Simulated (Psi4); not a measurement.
# triplet CH3Al: levels of theory compared

We compute a comparison of 6 runs (UHF/cc-pVTZ, U-revPBE/cc-pVTZ, UBLYP/cc-pVTZ, USVWN5/cc-pVTZ, UMP2/cc-pVTZ, UCCSD(T)/cc-pVTZ) of triplet CH3Al. 

Program for the calculation: Psi4 1.11.

1 further run of the same task is left out (set aside as unsound or not needed).

**1. The molecule**

CH3Al: 5 atoms, total charge 0, spin state triplet. As SMILES of the parent species, `C[Al]`. The coordinates come from a PBE0-D4/def2-TZVP relaxation. That shape belongs to the parent species and isn't relaxed for this state.

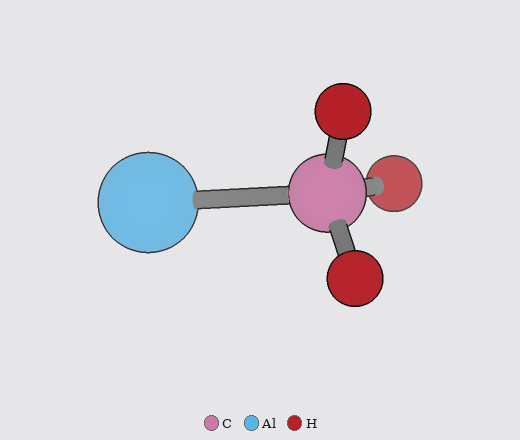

Viewed from a chosen angle; carbon pink, aluminium blue, hydrogen red.

**2. Energy and gradient at UHF/cc-pVTZ (run 1)**

The input, ch3al.in:

```
memory 2200 MB

molecule {
  0 3
  C
  Al 1 r2
  H 1 r3 2 a3
  H 1 r4 3 a4 2 d4
  H 1 r5 3 a5 4 d5

  r2 = 1.988132
  r3 = 1.09803
  a3 = 111.78686
  r4 = 1.098035
  a4 = 107.05989
  d4 = -122.7344
  r5 = 1.098033
  a5 = 107.06034
  d5 = -114.53073
  units angstrom
  symmetry c1
}

set globals {
  basis         cc-pVTZ
  reference     uhf
  puream        true
  e_convergence 1e-09
  d_convergence 1e-08
  scf_type      pk
  maxiter       100
}

E, wfn = gradient("scf", return_wfn=True)
oeprop(wfn, "MULLIKEN_CHARGES", "QUADRUPOLE", "MAYER_INDICES", title="SCF")
```

Started as:

```
$ psi4 -i ch3al.in -o ch3al.out -n 1
```

ch3al.out:

```text
[...]
  Running in c1 symmetry.
[...]
  Nuclear repulsion =   38.261471409279508
[...]
  Multiplicity = 3
[...]
  Nalpha       = 12
  Nbeta        = 10
[...]
    Number of basis functions: 106
[...]
   @UHF iter   1:  -281.36563521256545   -6.11458e-01   3.91011e-03 ADIIS/DIIS
[...]
   @UHF iter  13:  -281.47656733868251   -3.80851e-12   4.04953e-09 DIIS
[...]
   @S^2 Observed:                2.007990945E+00
[...]
    Orbital Energies [Eh]
    ---------------------
    Alpha Occupied:
       1A    -58.496184     2A    -11.215049     3A     -4.910650
       4A     -3.226670     5A     -3.221548     6A     -3.219576
       7A     -0.934485     8A     -0.550691     9A     -0.549133
      10A     -0.519675    11A     -0.362025    12A     -0.222131
    Alpha Virtual:
      13A      0.022159    14A      0.101122    15A      0.183861
      16A      0.201822    17A      0.202269    18A      0.233400
      19A      0.249291    20A      0.251634    21A      0.281371
      22A      0.292553    23A      0.303251    24A      0.304232
      25A      0.321300    26A      0.449113    27A      0.454764
[...]
  @UHF Final Energy:  -281.47656733868251
   => Energetics <=
    Nuclear Repulsion Energy =             38.2614714092795083
    One-Electron Energy =                -465.4011917968244916
    Two-Electron Energy =                 145.6631530488624549
    Total Energy =                       -281.4765673386825142
  UHF NO Occupations:
  HONO-2 :   10  A 1.9962089
  HONO-1 :   11  A 1.0000000
[...]
  -Total Gradient:
     Atom            X                  Y                   Z
    ------   -----------------  -----------------  -----------------
       1        0.001905249135    -0.005473634598     0.018805159464
       2       -0.000446725432     0.001282802239    -0.001326986658
       3       -0.000583522111     0.008249006264    -0.005275305905
       4        0.005994319660    -0.002113308608    -0.006267732310
       5       -0.006869321251    -0.001944865297    -0.005935134592
[...]
 Multipole Moments:
 ------------------------------------------------------------------------------------
     Multipole            Electronic (a.u.)      Nuclear  (a.u.)        Total (a.u.)
 ------------------------------------------------------------------------------------
 L = 1.  Multiply by 2.5417464519 to convert [e a0] to [Debye]
 Dipole X            :         -0.0056036            0.0000075           -0.0055961
 Dipole Y            :          0.0160189           -0.0000115            0.0160075
 Dipole Z            :          5.2012562           -5.3419220           -0.1406657
 Magnitude           :                                                    0.1416842
 L = 2.  Multiply by 1.3450342976 to convert [e a0^2] to [Debye ang]
 Quadrupole XX       :        -19.2810954            5.5687133          -13.7123821
 Quadrupole XY       :         -0.9039916            0.0000128           -0.9039788
[...]
  Mulliken Charges: (a.u.)
   Center  Symbol    Alpha    Beta     Spin     Total
       1     C     3.29490  3.09781  0.19710 -0.39271
       2    AL     7.37157  5.56057  1.81100  0.06787
       3     H     0.44177  0.44374 -0.00197  0.11449
       4     H     0.44674  0.44999 -0.00325  0.10327
       5     H     0.44502  0.44790 -0.00288  0.10709
   Total alpha = 12.00000, Total beta = 10.00000, Total charge =  0.00000
  Mayer Bond Indices:
  Total Bond Index:
[...]
```

It took 22 s on 1 thread of Intel Xeon Platinum 8259CL at 2.50GHz (Skylake/Cascade Lake), shared host; peak memory 0.64 GiB.

**3. Energy and forces at U-revPBE/cc-pVTZ (run 2)**

The input, ch3al.xyz:

```xyz
5
CH3Al
C     -0.131220    -0.057510     0.054000
Al     1.572690     0.689240    -0.647230
H     -0.230740    -1.127460    -0.171770
H     -0.205100     0.049890     1.144270
H     -1.005630     0.445840    -0.379270
```

The input, calc.py:

```python
import psi4

psi4.set_memory('2200 MB')
psi4.set_num_threads(1)
psi4.set_output_file('psi4.out', False)

with open('ch3al.xyz') as f:
    atoms = ''.join(f.readlines()[2:])
molecule = psi4.geometry('0 3\n' + atoms + 'symmetry c1\nno_reorient\nno_com')

options = {'basis': 'cc-pVTZ', 'reference': 'uks', 'puream': True, 'e_convergence': 1e-09, 'd_convergence': 1e-08, 'scf_type': 'pk', 'dft_radial_points': 99, 'dft_spherical_points': 590, 'maxiter': 100}
psi4.set_options(options)

energy_value, wavefunction = psi4.gradient('revpbe', molecule=molecule, return_wfn=True)
psi4.oeprop(wavefunction, 'MULLIKEN_CHARGES', 'DIPOLE', 'QUADRUPOLE', title='REVPBE')
print('gradient / Eh bohr^-1')
print(energy_value.np.round(6))
print(f'energy = {wavefunction.energy():.10f} Eh')
```

Started as:

```
$ python calc.py
```

psi4.out, cut to the lines that bear on the results:

```text
[...]
  Running in c1 symmetry.
[...]
  Nuclear repulsion =   38.261471693784713
[...]
  Multiplicity = 3
[...]
  Nalpha       = 12
  Nbeta        = 10
[...]
    Number of basis functions: 106
[...]
   @UKS iter   1:  -281.74166407426844   -1.79582e-02   8.77825e-03 ADIIS/DIIS
[...]
   @UKS iter  39:  -282.19637311524093   -4.09273e-12   4.14357e-10 DIIS
[...]
   @S^2 Observed:                2.002005610E+00
[...]
  @UKS Final Energy:  -282.19637311524093
   => Energetics <=
    Nuclear Repulsion Energy =             38.2614716937847135
    One-Electron Energy =                -465.4655726948678875
    Two-Electron Energy =                 170.0729193504822945
    DFT Exchange-Correlation Energy =     -25.0651914646400797
    Empirical Dispersion Energy =           0.0000000000000000
    VV10 Nonlocal Energy =                  0.0000000000000000
    Total Energy =                       -282.1963731152409309
[...]
  -Total Gradient:
     Atom            X                  Y                   Z
    ------   -----------------  -----------------  -----------------
       1        0.012270871990     0.011067183273    -0.003573309684
       2       -0.005599489288    -0.003992685634     0.001904639880
       3       -0.002319971044     0.001123536341     0.001511526749
       4       -0.003190138643    -0.003597552357    -0.001851228381
       5       -0.001161501396    -0.004600656977     0.002008452771
[...]
 Multipole Moments:
 ------------------------------------------------------------------------------------
     Multipole            Electronic (a.u.)      Nuclear  (a.u.)        Total (a.u.)
 ------------------------------------------------------------------------------------
 L = 1.  Multiply by 2.5417464519 to convert [e a0] to [Debye]
 Dipole X            :        -34.6872079           34.4235913           -0.2636167
 Dipole Y            :        -15.2195659           15.0863073           -0.1332586
 Dipole Z            :         14.2707074          -14.1668232            0.1038842
 Magnitude           :                                                    0.3131190
 L = 2.  Multiply by 1.3450342976 to convert [e a0^2] to [Debye ang]
 Quadrupole XX       :       -135.6529957          119.1432595          -16.5097362
 Quadrupole XY       :        -49.7757539           49.7747068           -0.0010470
[...]
  Mulliken Charges: (a.u.)
   Center  Symbol    Alpha    Beta     Spin     Total
[...]
```

On the terminal:

```text
gradient / Eh bohr^-1
[[ 0.012271  0.011067 -0.003573]
 [-0.005599 -0.003993  0.001905]
 [-0.00232   0.001124  0.001512]
 [-0.00319  -0.003598 -0.001851]
 [-0.001162 -0.004601  0.002008]]
energy = -282.1963731152 Eh
```

It took 1.9 min on 1 thread of Intel Xeon Platinum 8259CL at 2.50GHz (Skylake/Cascade Lake), shared host; peak memory 1.1 GiB.

Runs 3 to 4 aren't shown in full; the table further down has their settings and results.

**4. The energy at UMP2/cc-pVTZ (run 5)**

The input, ch3al.py:

```python
import psi4

psi4.set_memory('2200 MB')
psi4.set_num_threads(1)
psi4.set_output_file('output.dat', False)

geom = psi4.geometry("""
0 3
C     -0.131220    -0.057510     0.054000
Al     1.572690     0.689240    -0.647230
H     -0.230740    -1.127460    -0.171770
H     -0.205100     0.049890     1.144270
H     -1.005630     0.445840    -0.379270
units angstrom
symmetry c1
""")

psi4.set_options({
    'reference': 'uhf',
    'puream': True,
    'e_convergence': 1e-09,
    'd_convergence': 1e-08,
    'scf_type': 'pk',
    'num_frozen_docc': 6,
    'mp2_type': 'conv',
    'maxiter': 100,
})

energy_value, wavefunction = psi4.energy('mp2/cc-pVTZ', molecule=geom, return_wfn=True)
print(f'mp2/cc-pVTZ energy: {energy_value:.10f} Eh')
for k, v in sorted(psi4.core.scalar_variables().items()):
    print(f'{k:45s} {v:18.10f}')
```

Started as:

```
$ python ch3al.py
```

output.dat:

```text
[...]
  Running in c1 symmetry.
[...]
  Nuclear repulsion =   38.261471693784713
[...]
  Multiplicity = 3
[...]
  Nalpha       = 12
  Nbeta        = 10
[...]
    Number of basis functions: 106
[...]
   @UHF iter   1:  -281.36563522247133   -6.11458e-01   3.91011e-03 DIIS/ADIIS
[...]
   @UHF iter  13:  -281.47656733264625   -3.06954e-12   4.05012e-09 DIIS
[...]
   @S^2 Observed:                2.007990957E+00
[...]
    Orbital Energies [Eh]
    ---------------------
    Alpha Occupied:
       1A    -58.496184     2A    -11.215049     3A     -4.910650
       4A     -3.226670     5A     -3.221548     6A     -3.219576
       7A     -0.934485     8A     -0.550691     9A     -0.549133
      10A     -0.519675    11A     -0.362025    12A     -0.222131
    Alpha Virtual:
      13A      0.022159    14A      0.101122    15A      0.183861
      16A      0.201820    17A      0.202272    18A      0.233400
      19A      0.249284    20A      0.251640    21A      0.281370
      22A      0.292553    23A      0.303251    24A      0.304231
      25A      0.321300    26A      0.449113    27A      0.454765
[...]
  @UHF Final Energy:  -281.47656733264625
   => Energetics <=
    Nuclear Repulsion Energy =             38.2614716937847135
    One-Electron Energy =                -465.4011924863813192
    Two-Electron Energy =                 145.6631534599503937
    Total Energy =                       -281.4765673326462547
  UHF NO Occupations:
  HONO-2 :   10  A 1.9962089
  HONO-1 :   11  A 1.0000000
[...]
 Multipole Moments:
 ------------------------------------------------------------------------------------
     Multipole            Electronic (a.u.)      Nuclear  (a.u.)        Total (a.u.)
 ------------------------------------------------------------------------------------
 L = 1.  Multiply by 2.5417464519 to convert [e a0] to [Debye]
 Dipole X            :          4.4590378           -4.5782441           -0.1192063
 Dipole Y            :          1.9404967           -2.0064375           -0.0659408
 Dipole Z            :         -1.8452121            1.8841495            0.0389374
 Magnitude           :                                                    0.1416843
[...]
	SCS-MP2 Total Energy (a.u.)        :  -281.69797160648358
	SOS-MP2 Total Energy (a.u.)        :  -281.68235484261049
	SCSN-MP2 Total Energy (a.u.)       :  -281.55902384589615
[...]
	SOS-PI-MP2 Total Energy (a.u.)     :  -281.71665276093790
[...]
	MP2 Total Energy (a.u.)            :  -281.69490721590239
[...]
```

The script printed:

```text
mp2/cc-pVTZ energy: -281.6949072159 Eh
CURRENT CORRELATION ENERGY                         -0.2183398833
CURRENT ENERGY                                   -281.6949072159
CURRENT REFERENCE ENERGY                         -281.4765673326
DD SOLVATION ENERGY                                 0.0000000000
HF KINETIC ENERGY                                 281.4242252934
HF POTENTIAL ENERGY                              -562.9007926260
HF TOTAL ENERGY                                  -281.4765673326
HF VIRIAL RATIO                                     2.0001859898
MP2 CORRELATION ENERGY                             -0.2183398833
MP2 DOUBLES ENERGY                                 -0.2183398833
MP2 OPPOSITE-SPIN CORRELATION ENERGY               -0.1714895916
MP2 SAME-SPIN CORRELATION ENERGY                   -0.0468502916
MP2 SINGLES ENERGY                                  0.0000000000
MP2 TOTAL ENERGY                                 -281.6949072159
NUCLEAR REPULSION ENERGY                           38.2614716938
ONE-ELECTRON ENERGY                              -465.4011924864
PCM POLARIZATION ENERGY                             0.0000000000
PE ENERGY                                           0.0000000000
SCF ITERATION ENERGY                             -281.4765673326
SCF ITERATIONS                                     13.0000000000
SCF TOTAL ENERGY                                 -281.4765673326
SCS(N)-MP2 CORRELATION ENERGY                      -0.0824565132
SCS(N)-MP2 TOTAL ENERGY                          -281.5590238459
SCS-MP2 CORRELATION ENERGY                         -0.2214042738
SCS-MP2 TOTAL ENERGY                             -281.6979716065
SCS-MP2-VDW CORRELATION ENERGY                     -0.2429318231
SCS-MP2-VDW TOTAL ENERGY                         -281.7194991558
SOS-MP2 CORRELATION ENERGY                         -0.2057875100
SOS-MP2 TOTAL ENERGY                             -281.6823548426
SOS-PI-MP2 CORRELATION ENERGY                      -0.2400854283
SOS-PI-MP2 TOTAL ENERGY                          -281.7166527609
TWO-ELECTRON ENERGY                               145.6631534600
```

It took 15 s on 1 thread of Intel Xeon Platinum 8259CL at 2.50GHz (Skylake/Cascade Lake), shared host; peak memory 0.69 GiB.

**5. The energy at UCCSD(T)/cc-pVTZ (run 6)**

ch3al.xyz is that of step 3.

The input, job.py:

```python
import psi4

psi4.set_memory('2200 MB')
psi4.set_num_threads(1)
psi4.core.set_output_file('psi4.out', False)

with open('ch3al.xyz') as f:
    atoms = ''.join(f.readlines()[2:])
mol = psi4.geometry('0 3\n' + atoms + 'symmetry c1')

options = {'basis': 'cc-pVTZ', 'reference': 'uhf', 'puream': True, 'e_convergence': 1e-09, 'd_convergence': 1e-08, 'scf_type': 'pk', 'num_frozen_docc': 6, 'maxiter': 100}
psi4.set_options(options)

result, w = psi4.energy("ccsd(t)", molecule=mol, return_wfn=True)
print('E =', round(result, 9))
for k, v in sorted(psi4.core.scalar_variables().items()):
    print(f'{k:45s} {v:18.10f}')
```

Started as:

```
$ python job.py
```

psi4.out:

```text
[...]
  Running in c1 symmetry.
[...]
  Nuclear repulsion =   38.261471693784713
[...]
  Multiplicity = 3
[...]
  Nalpha       = 12
  Nbeta        = 10
[...]
    Number of basis functions: 106
[...]
   @UHF iter   1:  -281.36563522247133   -6.11458e-01   3.91011e-03 DIIS/ADIIS
[...]
   @UHF iter  13:  -281.47656733264625   -3.06954e-12   4.05012e-09 DIIS
[...]
   @S^2 Observed:                2.007990957E+00
[...]
    Orbital Energies [Eh]
    ---------------------
    Alpha Occupied:
       1A    -58.496184     2A    -11.215049     3A     -4.910650
       4A     -3.226670     5A     -3.221548     6A     -3.219576
       7A     -0.934485     8A     -0.550691     9A     -0.549133
      10A     -0.519675    11A     -0.362025    12A     -0.222131
    Alpha Virtual:
      13A      0.022159    14A      0.101122    15A      0.183861
      16A      0.201820    17A      0.202272    18A      0.233400
      19A      0.249284    20A      0.251640    21A      0.281370
      22A      0.292553    23A      0.303251    24A      0.304231
      25A      0.321300    26A      0.449113    27A      0.454765
[...]
  @UHF Final Energy:  -281.47656733264625
   => Energetics <=
    Nuclear Repulsion Energy =             38.2614716937847135
    One-Electron Energy =                -465.4011924863813192
    Two-Electron Energy =                 145.6631534599503937
    Total Energy =                       -281.4765673326462547
  UHF NO Occupations:
  HONO-2 :   10  A 1.9962089
  HONO-1 :   11  A 1.0000000
[...]
 Multipole Moments:
 ------------------------------------------------------------------------------------
     Multipole            Electronic (a.u.)      Nuclear  (a.u.)        Total (a.u.)
 ------------------------------------------------------------------------------------
 L = 1.  Multiply by 2.5417464519 to convert [e a0] to [Debye]
 Dipole X            :          4.4590378           -4.5782441           -0.1192063
 Dipole Y            :          1.9404967           -2.0064375           -0.0659408
 Dipole Z            :         -1.8452121            1.8841495            0.0389374
 Magnitude           :                                                    0.1416843
[...]
      * MP2 total energy                      = -281.694907215902163
[...]
      * CCSD total energy                     = -281.717844997211273
[...]
      * CCSD(T) total energy                     = -281.727268641516332
```

It took 1.8 min on 1 thread of Intel Xeon Platinum 8259CL at 2.50GHz (Skylake/Cascade Lake), shared host; peak memory 1.5 GiB.

**6. Overview of the runs**

```tsv
run	level	integration grid	task	energy (Eh)	dipole moment (D)	HOMO energy (eV)	⟨S²⟩	wall time
1	UHF/cc-pVTZ	–	gradient	-281.476567	0.36	-6.04	2.008	22 s
2	U-revPBE/cc-pVTZ	99 radial × 590 angular	gradient	-282.196373	0.80	-2.91	2.002	1.9 min
3	UBLYP/cc-pVTZ	99 radial × 590 angular	energy	-282.233497	0.79	-2.62	2.002	81 s
4	USVWN5/cc-pVTZ	99 radial × 590 angular	energy	-280.813884	0.82	-2.87	2.001	44 s
5	UMP2/cc-pVTZ	–	energy	-281.694907	–	-6.04	2.008	15 s
6	UCCSD(T)/cc-pVTZ	–	energy	-281.727269	–	-6.04	2.008	1.8 min
```

**7. Outcome**

```
                                                         quantity          value
                                              run 6: total energy  -281.72727 Eh
run 6: HOMO energy (Hartree–Fock orbitals) (highest over α and β)       -6.04 eV
 run 6: LUMO energy (Hartree–Fock orbitals) (lowest over α and β)        0.31 eV
               run 6: correlation energy (6 core orbitals frozen)     -250.7 mEh
                                            run 6: (T) correction      -9.42 mEh
                         run 6: ⟨S²⟩ of the reference determinant          2.008
                                             run 6: T1 diagnostic          0.025
```

What this shows: Below the UHF energy at the same shape and in the same basis (cc-pVTZ): UMP2 -218.3 mEh; UCCSD(T) -250.7 mEh. Over runs 1, 2, 3, 4 the dipole moment (its size) runs from 0.36 D (UHF/cc-pVTZ) to 0.82 D (USVWN5/cc-pVTZ). Totals of different functionals can't be ranked against each other. All runs together took 6.3 min, the longest 1.9 min.
